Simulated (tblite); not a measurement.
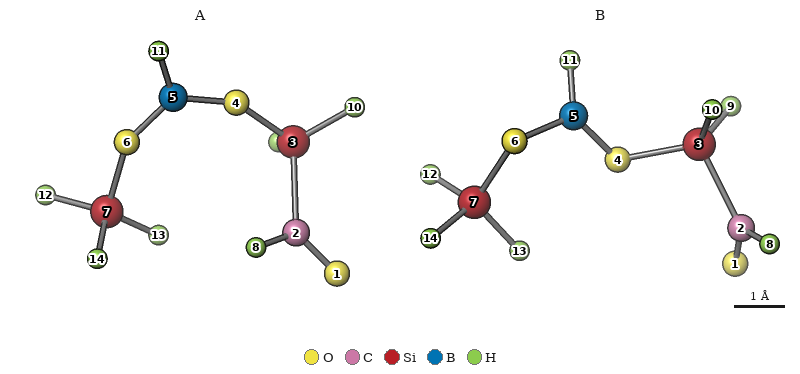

Two geometries of CH7BO3Si2, drawn at one scale. One is the start of a relaxation, the other its converged end. Style: ball-and-stick. Shown face on.

These are results of GFN2-xTB geometry optimisation, gas phase (tblite 0.8.0), not measurements. 

**Which of the two is the end point?**

Structure A is the relaxed one. Over 175 geometry steps the energy falls by 39.6 kcal/mol. H8 moves most after the best rigid fit: 2.28 Å. By element the largest moves are H 2.28 Å, O 1.44 Å, C 0.96 Å, Si 0.77 Å, B 0.59 Å. Some distances before and after: B5–O6 1.473 → 1.327 Å, O4–B5 1.455 → 1.340 Å, O6–Si7 1.720 → 1.620 Å, Si3–O4 1.690 → 1.614 Å. Among the angles between lasting bonds that change: Si3–O4–B5 112.9° → 150.4°, B5–O6–Si7 111.9° → 148.8°, O4–Si3–H10 114.2° → 104.1°. Groups turn about Si3–O4 by about 165°, C2–Si3 by about 125°, O4–B5 by about 120°. The run took 1.2 s on 1 thread of Arm Neoverse V1, with other jobs on the host.
